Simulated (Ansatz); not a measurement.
One crystal and one scan (scan of one atom of the cell) at two levels, PBE (plane waves to 420 eV, PAW, scalar-relativistic; Ansatz, a first-principles code) and r2SCAN (plane waves to 500 eV, PAW, scalar-relativistic; Ansatz), each from its own relaxed cell and on its own mesh. The cell shown is that of PBE.

Starting cell, TiSi2 (C49 type, space group Cmcm):

```
CELL_PARAMETERS angstrom
      1.77297    -6.78252     0.00000
      1.77297     6.78252     0.00000
      0.00000     0.00000     3.57969
ATOMIC_POSITIONS crystal
  Si 0.94084 0.05916 0.75000
  Si 0.05916 0.94084 0.25000
  Si 0.25028 0.74972 0.75000
  Si 0.74972 0.25028 0.25000
  Ti 0.60320 0.39680 0.75000
  Ti 0.39680 0.60320 0.25000
```

Scan: atom 2 (Si, nearest neighbour Si at 2.404 Å; its periodic images, 3.5 Å or more away, move with it) is displaced along Cartesian z, direction (0.000, 0.000, 1.000) in Cartesian axes, by s. The other atoms stay.

The energy includes the smearing's −TS. The PAW data are Ansatz's earlier set. This is one of several known forms of TiSi2; the measured ambient cells at hand have space group No. 70. TiSi2 is run without spin polarisation. TiSi2 was relaxed with its symmetry unable to fall. With partly filled bands, energies and forces of such displacements shift with the k mesh and the smearing. Percentages come from the unrounded values. Both scans cover s from -0.240 to 0.240 Å.

```tsv
quantity	PBE	r2SCAN	PBE − r2SCAN
Lattice constant a (Å)	3.546	3.527	+0.019 (+0.5 %)
Lattice constant b (Å)	13.57	13.52	+0.05 (+0.3 %)
Lattice constant c (Å)	3.580	3.566	+0.014 (+0.4 %)
Relaxed volume (Å³/atom)	14.35	14.17	+0.18 (+1.2 %)
Energy at s = 0.240 Å (meV/cell)	397	431	-34 (-7.9 %)
Force along the line at s = -0.240 Å (eV/Å)	3.337	3.620	-0.283 (-7.8 %)
Force constant k = d²E/ds² at s = 0 (finite differences) (eV/Å²)	13.68	14.85	-1.17 (-7.9 %)
```

PBE gives the higher value for: lattice constant a; lattice constant b; lattice constant c; relaxed volume. PBE gives the lower value for: energy at s = 0.240 Å; force along the line at s = -0.240 Å; force constant k = d²E/ds² at s = 0. Both give the same symmetry of the curve: even: the same for both signs.

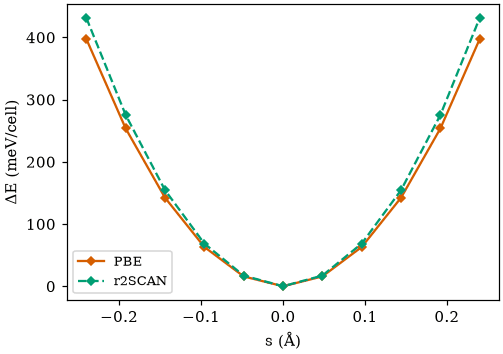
ΔE, each from the undisplaced structure of its own level.

(For displaced atoms, the force is minus the slope of the energy, and its curvature is a force constant, which sets phonon frequencies.)
